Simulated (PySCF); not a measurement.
Saddle-point search, with input and output: BHCl2 (part 3 of 3)

The same run, continued: BHCl2; SVWN-RPA/cc-pVDZ-DK, RKS, sfX2C (PySCF 2.14.0). 

### Log, continued
```
----------------------------------------------
cycle 26: E = -946.281429448  dE = -0.000530234  norm(grad) = 0.00969679
Step   25 : Displace = 3.053e-02/3.704e-02 (rms/max) Trust = 2.879e-02 (+) Grad = 4.848e-03/6.416e-03 (rms/max) E (change) = -946.2814294478 (-5.302e-04) Quality = 0.551
Hessian Eigenvalues:  -1.634e-02 -1.460e-02 -4.720e-03 -2.407e-03 -1.305e-03  4.121e-05  1.503e-02
 3.695e-02  1.655e-01  2.676e-01  3.272e-01  2.835e+00    .....    2.676e-01  3.272e-01  2.835e+00

Geometry optimization cycle 27
Cartesian coordinates (Angstrom)
 Atom        New coordinates             dX        dY        dZ
   B  -0.169201   0.600499   0.278046   -0.016379  0.023256  0.001197
  Cl   1.329812  -0.173528  -0.141851   -0.030536 -0.017576 -0.003551
  Cl  -0.210541   2.282645   0.680226   -0.003649  0.021944  0.011716
   H  -1.188122  -0.069063   0.288280   -0.004325 -0.038684 -0.003098
converged SCF energy = -946.281629540641
--------------- sfX2C1eRKS_Scanner gradients ---------------
         x                y                z
0 B     0.0034766641     0.0069885159     0.0007052078
1 Cl    -0.0002445354    -0.0008302442    -0.0000640158
2 Cl     0.0001242431    -0.0022984509    -0.0004657174
3 H    -0.0033846769    -0.0038170899    -0.0001848078
----------------------------------------------
cycle 27: E = -946.281629541  dE = -0.000200093  norm(grad) = 0.00968259
Step   26 : Displace = 2.895e-02/3.925e-02 (rms/max) Trust = 2.879e-02 (=) Grad = 4.841e-03/7.837e-03 (rms/max) E (change) = -946.2816295406 (-2.001e-04) Quality = 0.279
Hessian Eigenvalues:  -1.637e-02 -8.557e-03 -4.589e-03 -2.414e-03 -1.315e-03  4.112e-05  3.640e-02
 3.975e-02  2.104e-01  2.681e-01  3.372e-01  2.870e+00    .....    2.681e-01  3.372e-01  2.870e+00

Geometry optimization cycle 28
Cartesian coordinates (Angstrom)
 Atom        New coordinates             dX        dY        dZ
   B  -0.180981   0.593083   0.266762   -0.011781 -0.007416 -0.011284
  Cl   1.325099  -0.175751  -0.137394   -0.004714 -0.002223  0.004457
  Cl  -0.209231   2.288468   0.655949    0.001309  0.005822 -0.024276
   H  -1.204745  -0.048773   0.281927   -0.016623  0.020291 -0.006353
converged SCF energy = -946.281721937448
--------------- sfX2C1eRKS_Scanner gradients ---------------
         x                y                z
0 B    -0.0012136077    -0.0011264518    -0.0003610528
1 Cl     0.0009963333     0.0000089662    -0.0000869516
2 Cl     0.0004165636     0.0013276425     0.0003078090
3 H    -0.0002253830    -0.0001657450     0.0001207974
----------------------------------------------
cycle 28: E = -946.281721937  dE = -9.23968e-05  norm(grad) = 0.00244871
Step   27 : Displace = 9.380e-03/1.285e-02 (rms/max) Trust = 1.440e-02 (-) Grad = 1.224e-03/1.695e-03 (rms/max) E (change) = -946.2817219374 (-9.240e-05) Quality = 0.755
Hessian Eigenvalues:  -1.650e-02 -1.495e-02 -3.029e-03 -2.264e-03 -1.314e-03  3.998e-05  3.713e-02
 4.050e-02  2.388e-01  2.714e-01  3.547e-01  2.870e+00    .....    2.714e-01  3.547e-01  2.870e+00

Geometry optimization cycle 29
Cartesian coordinates (Angstrom)
 Atom        New coordinates             dX        dY        dZ
   B  -0.179001   0.592897   0.271433    0.001980 -0.000186  0.004671
  Cl   1.321255  -0.181745  -0.134928   -0.003844 -0.005994  0.002466
  Cl  -0.214076   2.284814   0.661388   -0.004845 -0.003653  0.005439
   H  -1.202303  -0.048804   0.282802    0.002442 -0.000032  0.000876
converged SCF energy = -946.281733097378
--------------- sfX2C1eRKS_Scanner gradients ---------------
         x                y                z
0 B     0.0000698049     0.0001074526     0.0000084640
1 Cl    -0.0000818393    -0.0000575200    -0.0000188928
2 Cl    -0.0000883810     0.0000153211     0.0000053214
3 H     0.0000763865    -0.0000208826    -0.0000123656
----------------------------------------------
cycle 29: E = -946.281733097  dE = -1.11599e-05  norm(grad) = 0.000203351
Step   28 : Displace = 4.294e-03/4.528e-03 (rms/max) Trust = 2.036e-02 (+) Grad = 1.017e-04/1.284e-04 (rms/max) E (change) = -946.2817330974 (-1.116e-05) Quality = 0.736
Hessian Eigenvalues:  -2.088e-02 -1.372e-02 -2.576e-03 -2.263e-03 -7.835e-05  4.809e-05  3.712e-02
 5.253e-02  2.526e-01  2.761e-01  3.560e-01  2.878e+00    .....    2.761e-01  3.560e-01  2.878e+00

Geometry optimization cycle 30
Cartesian coordinates (Angstrom)
 Atom        New coordinates             dX        dY        dZ
   B  -0.178631   0.593704   0.270903    0.000370  0.000807 -0.000530
  Cl   1.322680  -0.180021  -0.133498    0.001425  0.001725  0.001430
  Cl  -0.213616   2.286052   0.659390    0.000460  0.001238 -0.001999
   H  -1.202448  -0.047482   0.281969   -0.000146  0.001322 -0.000833
converged SCF energy = -946.281733361383
--------------- sfX2C1eRKS_Scanner gradients ---------------
         x                y                z
0 B     0.0000563984     0.0000210080     0.0000060116
1 Cl    -0.0000135675     0.0000154272    -0.0000179401
2 Cl    -0.0000390006     0.0000160864    -0.0000066922
3 H    -0.0000283098    -0.0000084721     0.0000002046
----------------------------------------------
cycle 30: E = -946.281733361  dE = -2.64005e-07  norm(grad) = 8.42617e-05
```

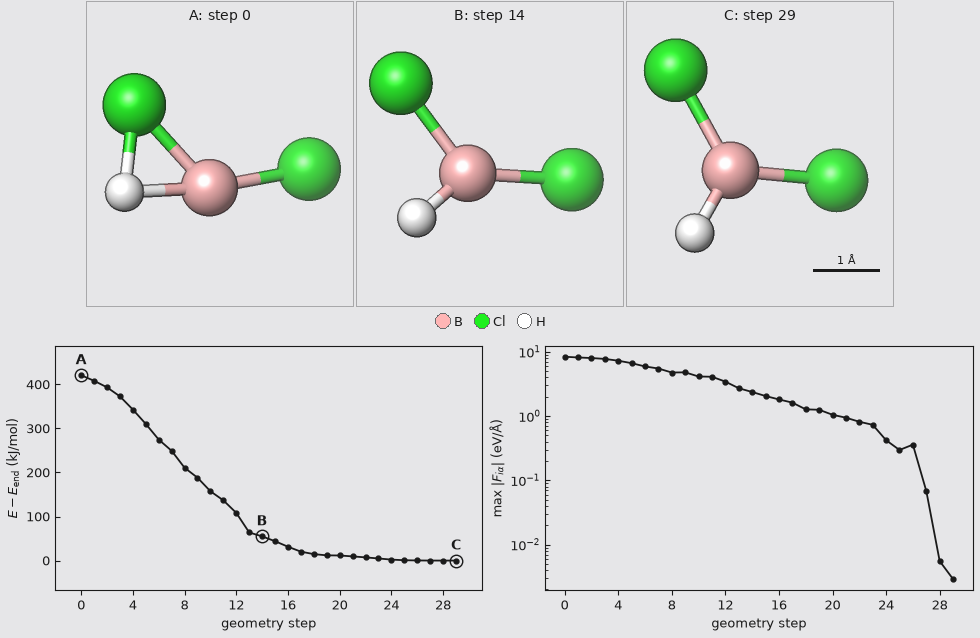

Fig. 1: Frames of the saddle-point search (ball-and-stick view, seen at a tilt) above the curves, on which the letters mark them (steps are counted from 0).

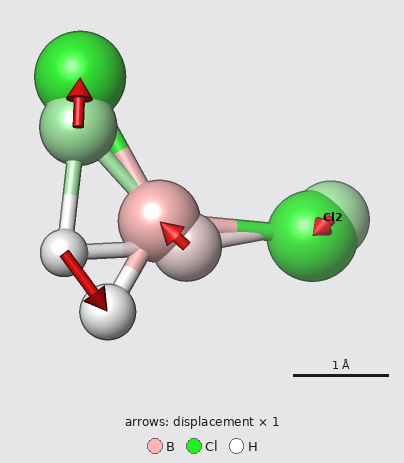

Fig. 2: Start (faint) and end (solid) with the displacements as red arrows, at true length (ball-and-stick view, seen at a tilt). The two geometries are laid on each other by the best rigid fit. The atom that moves furthest after the best rigid fit is H4 (0.77 Å). By element the largest moves are H 0.77 Å, Cl 0.55 Å, B 0.39 Å. Distances before and after: Cl3–H4 1.408 → 2.562 Å, B1–H4 1.408 → 1.208 Å, B1–Cl2 1.701 → 1.737 Å. Bonds break: Cl3–H4 (1.41 → 2.56 Å). Among the angles that change: Cl3–B1–H4 52.8° → 119.9°, Cl2–B1–H4 173.0° → 119.9°. The energy falls by 420.8 kJ/mol in 29 geometry steps. The largest force component goes from 8.4 to 0.0029 eV/Å. (Atoms are counted from 1 in the order of the input.)

```
Step   29 : Displace = 6.557e-04/7.884e-04 (rms/max) Trust = 2.036e-02 (=) Grad = 4.213e-05/6.048e-05 (rms/max) E (change) = -946.2817333614 (-2.640e-07) Quality = 0.844
Hessian Eigenvalues:  -2.088e-02 -1.372e-02 -2.576e-03 -2.263e-03 -7.835e-05  4.809e-05  3.712e-02
 5.253e-02  2.526e-01  2.761e-01  3.560e-01  2.878e+00    .....    2.761e-01  3.560e-01  2.878e+00
Converged! =D

converged: True
B          -0.17863091        0.59370384        0.27090319
Cl          1.32268010       -0.18002050       -0.13349806
Cl         -0.21361576        2.28605196        0.65938993
H          -1.20244843       -0.04748211        0.28196933
converged SCF energy = -946.281733361417
Final energy -946.2817333614165
```

### Trajectory as extended XYZ (Å, eV, eV/Å), 30 frames, from step=0 to step=29
```
4
Properties=species:S:1:pos:R:3:forces:R:3 step=0 energy=-25745.27689
B    -0.0673   -0.1124    0.0012   -1.3947  -2.6284   0.0064
Cl    1.6334   -0.1458    0.0126    0.6901   0.0025   0.0062
Cl   -0.8935    1.3753   -0.0175    0.7651   8.3916  -0.0591
H    -1.4607    0.0869   -0.0124   -0.0625  -5.7654   0.0463
4
Properties=species:S:1:pos:R:3:forces:R:3 step=1 energy=-25745.40698
B    -0.0714   -0.1029    0.0011   -1.2874  -2.3436   0.0047
Cl    1.6317   -0.1102    0.0123    0.6172  -0.0424   0.0061
Cl   -0.9109    1.3845   -0.0176    0.6884   8.1744  -0.0576
H    -1.4453    0.0720   -0.0121   -0.0202  -5.7880   0.0466
4
Properties=species:S:1:pos:R:3:forces:R:3 step=2 energy=-25745.56082
B    -0.0801   -0.0981    0.0008   -1.1959  -2.0657   0.0029
Cl    1.6242   -0.1155    0.0119    0.5493  -0.0860   0.0060
Cl   -0.9146    1.3964   -0.0178    0.7189   8.0139  -0.0557
H    -1.4260    0.0607   -0.0118   -0.0743  -5.8618   0.0465
4
Properties=species:S:1:pos:R:3:forces:R:3 step=3 energy=-25745.77335
B    -0.0914   -0.0906   -0.0015   -0.9956  -1.6914  -0.0001
Cl    1.6144   -0.1226    0.0047    0.4557  -0.1418   0.0055
Cl   -0.9197    1.4126   -0.0177    0.7486   7.7617  -0.0495
H    -1.3995    0.0441   -0.0114   -0.2107  -5.9281   0.0438
4
Properties=species:S:1:pos:R:3:forces:R:3 step=4 energy=-25746.08406
B    -0.1054   -0.0783   -0.0179   -0.5967  -1.1479  -0.0180
Cl    1.6019   -0.1336   -0.0489    0.3180  -0.2097   0.0060
Cl   -0.9258    1.4371   -0.0164    0.7845   7.2801  -0.0182
H    -1.3640    0.0185   -0.0107   -0.5078  -5.9218   0.0301
4
Properties=species:S:1:pos:R:3:forces:R:3 step=5 energy=-25746.42162
B    -0.1137   -0.0589   -0.0168   -0.0546  -0.5881  -0.0236
Cl    1.5945   -0.1451   -0.0439    0.1762  -0.2669   0.0086
Cl   -0.9240    1.4682   -0.0167    0.8180   6.6661  -0.0178
H    -1.3262   -0.0086   -0.0109   -0.9415  -5.8101   0.0327
4
Properties=species:S:1:pos:R:3:forces:R:3 step=6 energy=-25746.78998
B    -0.1310   -0.0400   -0.0158   -0.0154  -0.1282  -0.0242
Cl    1.5747   -0.1671   -0.0394    0.0872  -0.2590   0.0096
Cl   -0.9474    1.4894   -0.0165    0.8588   5.9252  -0.0165
H    -1.3223   -0.0546   -0.0106   -0.9328  -5.5369   0.0312
4
Properties=species:S:1:pos:R:3:forces:R:3 step=7 energy=-25747.05464
B    -0.1768   -0.0330   -0.0030    0.3502   0.1987  -0.0062
Cl    1.5223   -0.1964    0.0039    0.1146  -0.2363   0.0047
Cl   -1.0065    1.4885   -0.0181    0.8385   5.5030  -0.0303
H    -1.3349   -0.1111   -0.0096   -1.3059  -5.4645   0.0314
4
Properties=species:S:1:pos:R:3:forces:R:3 step=8 energy=-25747.45331
B    -0.1687   -0.0065   -0.0029   -0.7797   0.2325  -0.0137
Cl    1.5285   -0.2072    0.0020    0.0324  -0.2189   0.0045
Cl   -0.9909    1.5187   -0.0161    0.8874   4.7548  -0.0217
H    -1.3541   -0.1521   -0.0083   -0.1428  -4.7670   0.0305
4
Properties=species:S:1:pos:R:3:forces:R:3 step=9 energy=-25747.68696
B    -0.1830    0.0145   -0.0038    0.2197   0.5946  -0.0113
Cl    1.5100   -0.2192    0.0012    0.0139  -0.2207   0.0047
Cl   -0.9922    1.5413   -0.0171    0.8320   4.4238  -0.0207
H    -1.3155   -0.1811   -0.0085   -1.0685  -4.7960   0.0269
4
Properties=species:S:1:pos:R:3:forces:R:3 step=10 energy=-25748.00624
B    -0.1808    0.0412    0.0066   -0.7724   0.3246  -0.0104
Cl    1.5069   -0.2312    0.0026    0.0027  -0.1810   0.0036
Cl   -0.9822    1.5656    0.0074    0.8122   3.9917   0.0076
H    -1.3313   -0.2228    0.0049   -0.0456  -4.1337  -0.0008
4
Properties=species:S:1:pos:R:3:forces:R:3 step=11 energy=-25748.22034
B    -0.1933    0.0625    0.0168   -0.0229   0.5677  -0.0073
Cl    1.4890   -0.2422    0.0026    0.0109  -0.1559   0.0034
Cl   -0.9809    1.5883    0.0318    0.7411   3.6856   0.0314
H    -1.2979   -0.2526    0.0175   -0.7320  -4.0959  -0.0267
4
Properties=species:S:1:pos:R:3:forces:R:3 step=12 energy=-25748.51510
B    -0.1972    0.0904    0.0697   -0.5734   0.2129   0.0012
Cl    1.4784   -0.2492    0.0042    0.0217  -0.1218   0.0029
Cl   -0.9625    1.6155    0.1540    0.6516   3.3495   0.1380
H    -1.2996   -0.2969    0.0786   -0.1007  -3.4402  -0.1388
4
Properties=species:S:1:pos:R:3:forces:R:3 step=13 energy=-25748.97603
B    -0.2876    0.3924    0.2959    0.1123   0.8585   0.1780
Cl    1.2455   -0.3192    0.2597    0.6499  -0.3936  -0.0607
Cl   -0.6512    2.0485    0.4921    0.9186   2.2497   0.2476
H    -1.3801    0.1025    0.2586   -1.6778  -2.7148  -0.3659
4
Properties=species:S:1:pos:R:3:forces:R:3 step=14 energy=-25749.06823
B    -0.2772    0.3905    0.3424   -0.3845   0.4104   0.1256
Cl    1.2706   -0.3157    0.2398    0.3022  -0.2007  -0.0544
Cl   -0.6514    2.0339    0.6017    0.8962   2.1620   0.3055
H    -1.3899    0.0692    0.3101   -0.8126  -2.3715  -0.3783
4
Properties=species:S:1:pos:R:3:forces:R:3 step=15 energy=-25749.18185
B    -0.2908    0.4106    0.3375   -0.5900   0.1139   0.0712
Cl    1.2456   -0.3241    0.2129    0.2788  -0.1320  -0.0410
Cl   -0.6444    2.0533    0.6017    0.8227   2.0528   0.2944
H    -1.4018    0.0467    0.3034   -0.5108  -2.0346  -0.3262
4
Properties=species:S:1:pos:R:3:forces:R:3 step=16 energy=-25749.31177
B    -0.3258    0.4265    0.3384   -0.1245   0.2545   0.0588
Cl    1.2018   -0.3273    0.1587    0.2219  -0.0580  -0.0226
Cl   -0.6389    2.0773    0.6322    0.7232   1.6202   0.2484
H    -1.4075    0.0132    0.3075   -0.8216  -1.8163  -0.2850
4
Properties=species:S:1:pos:R:3:forces:R:3 step=17 energy=-25749.42822
B    -0.3963    0.4522    0.3108   -0.7594  -0.2778  -0.0402
Cl    1.1056   -0.3292    0.0421    0.2517  -0.1385  -0.0313
Cl   -0.6099    2.1042    0.6355    0.5712   1.6208   0.2767
H    -1.5040    0.0139    0.3035   -0.0646  -1.2036  -0.2043
4
Properties=species:S:1:pos:R:3:forces:R:3 step=18 energy=-25749.48605
B    -0.4473    0.4634    0.3078    0.1245   0.3058  -0.0182
Cl    1.0335   -0.3394   -0.0455    0.1646   0.0246   0.0108
Cl   -0.6321    2.1270    0.6815    0.5665   0.9422   0.1624
H    -1.5085   -0.0083    0.3129   -0.8564  -1.2732  -0.1550
4
Properties=species:S:1:pos:R:3:forces:R:3 step=19 energy=-25749.51470
B    -0.4985    0.4794    0.2685   -0.6722  -0.2382  -0.0763
Cl    0.9440   -0.3292   -0.2011    0.1859  -0.1474  -0.0293
Cl   -0.5779    2.1292    0.6808    0.4899   1.2544   0.2667
H    -1.6083    0.0330    0.3256   -0.0028  -0.8702  -0.1605
4
Properties=species:S:1:pos:R:3:forces:R:3 step=20 energy=-25749.51808
B    -0.5145    0.4861    0.2593   -0.1953   0.0502  -0.0855
Cl    0.9116   -0.3374   -0.2385    0.1850  -0.0757  -0.0105
Cl   -0.5879    2.1393    0.6846    0.5194   1.0484   0.2153
H    -1.6015    0.0391    0.3222   -0.5080  -1.0242  -0.1183
4
Properties=species:S:1:pos:R:3:forces:R:3 step=21 energy=-25749.53934
B    -0.4902    0.4943    0.2595   -0.2126  -0.0136  -0.0968
Cl    0.9415   -0.3306   -0.2336    0.1147  -0.0259   0.0147
Cl   -0.5604    2.1509    0.6810    0.4838   0.9437   0.1918
H    -1.5760    0.0304    0.3178   -0.3851  -0.9057  -0.1088
4
Properties=species:S:1:pos:R:3:forces:R:3 step=22 energy=-25749.56258
B    -0.4487    0.4981    0.2720   -0.1376   0.0473  -0.0888
Cl    1.0006   -0.3146   -0.1931    0.1077  -0.0233   0.0152
Cl   -0.5277    2.1611    0.6825    0.4128   0.7907   0.1625
H    -1.5236    0.0065    0.3124   -0.3822  -0.8163  -0.0883
4
Properties=species:S:1:pos:R:3:forces:R:3 step=23 energy=-25749.58817
B    -0.3798    0.5281    0.2576   -0.1831  -0.0677  -0.1097
Cl    1.0744   -0.2752   -0.2194    0.0682  -0.0370   0.0176
Cl   -0.4375    2.1929    0.6647    0.3197   0.7316   0.1599
H    -1.4520    0.0115    0.3021   -0.2038  -0.6286  -0.0674
4
Properties=species:S:1:pos:R:3:forces:R:3 step=24 energy=-25749.61505
B    -0.2882    0.5474    0.2592   -0.0999  -0.0418  -0.0726
Cl    1.1893   -0.2637   -0.1402    0.0464   0.0527   0.0291
Cl   -0.3670    2.2296    0.6267    0.2491   0.4085   0.0758
H    -1.3376   -0.0216    0.2745   -0.1955  -0.4212  -0.0316
4
Properties=species:S:1:pos:R:3:forces:R:3 step=25 energy=-25749.62947
B    -0.1528    0.5772    0.2768    0.0947   0.1573  -0.0298
Cl    1.3603   -0.1560   -0.1383    0.0367  -0.1404  -0.0224
Cl   -0.2069    2.2607    0.6685    0.0131   0.2782   0.0779
H    -1.1838   -0.0304    0.2914   -0.1419  -0.2967  -0.0255
4
Properties=species:S:1:pos:R:3:forces:R:3 step=26 energy=-25749.63492
B    -0.1692    0.6005    0.2780   -0.1788  -0.3594  -0.0363
Cl    1.3298   -0.1735   -0.1419    0.0126   0.0427   0.0033
Cl   -0.2105    2.2826    0.6802   -0.0064   0.1182   0.0239
H    -1.1881   -0.0691    0.2883    0.1740   0.1963   0.0095
4
Properties=species:S:1:pos:R:3:forces:R:3 step=27 energy=-25749.63743
B    -0.1810    0.5931    0.2668    0.0624   0.0579   0.0186
Cl    1.3251   -0.1758   -0.1374   -0.0512  -0.0005   0.0045
Cl   -0.2092    2.2885    0.6559   -0.0214  -0.0683  -0.0158
H    -1.2047   -0.0488    0.2819    0.0116   0.0085  -0.0062
4
Properties=species:S:1:pos:R:3:forces:R:3 step=28 energy=-25749.63774
B    -0.1790    0.5929    0.2714   -0.0036  -0.0055  -0.0004
Cl    1.3213   -0.1817   -0.1349    0.0042   0.0030   0.0010
Cl   -0.2141    2.2848    0.6614    0.0045  -0.0008  -0.0003
H    -1.2023   -0.0488    0.2828   -0.0039   0.0011   0.0006
4
Properties=species:S:1:pos:R:3:forces:R:3 step=29 energy=-25749.63774
B    -0.1786    0.5937    0.2709   -0.0029  -0.0011  -0.0003
Cl    1.3227   -0.1800   -0.1335    0.0007  -0.0008   0.0009
Cl   -0.2136    2.2861    0.6594    0.0020  -0.0008   0.0003
H    -1.2024   -0.0475    0.2820    0.0015   0.0004   0.0000
```

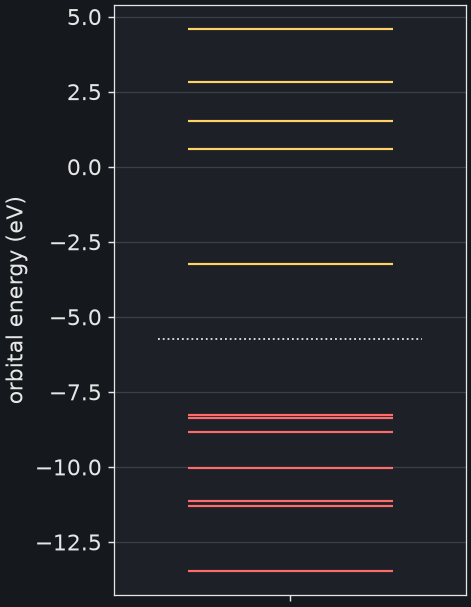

Fig. 3: Orbital energies near the frontier; the dotted line parts filled from empty levels, and levels within 0.02 eV of each other stand side by side. Highest filled −8.26 eV, lowest empty −3.22 eV, 5.04 eV apart.

This output came from the following input.

### The input (run.py)
```python
from pyscf import gto, dft
from pyscf.geomopt.geometric_solver import kernel as optimise

system = gto.M(
    atom='''
B   -0.067270  -0.112350   0.001160
Cl   1.633390  -0.145760   0.012580
Cl  -0.893540   1.375320  -0.017490
H   -1.460739   0.086943  -0.012372
''',
    verbose=3,
    basis='cc-pvdz-dk',
    max_memory=1860,
)

mf = dft.RKS(system, xc='lda,vwn_rpa')
mf = mf.x2c()
converged, mol_eq = optimise(mf, maxsteps=60, transition=True, hessian=True)
print('converged:', converged)
print(mol_eq.tostring())

mf.reset(mol_eq)
system = mol_eq
mf.kernel()
e_final = mf.e_tot
print('Final energy', e_final)
```

Launch command:
```bash
OMP_NUM_THREADS=1 python run.py
```

### Summary

| quantity | value |
| --- | --- |
| outcome | converged |
| total energy | −946.281733 hartree |
| basis functions | 55 |
| HOMO | −8.26 eV |
| LUMO | −3.22 eV |
| dipole moment | 0.29 D |
| hardware | 1 thread of Arm Neoverse V2, 24 GiB of memory available, shared host |
| wall time | 1.8 min |
| peak memory | 0.46 GiB |
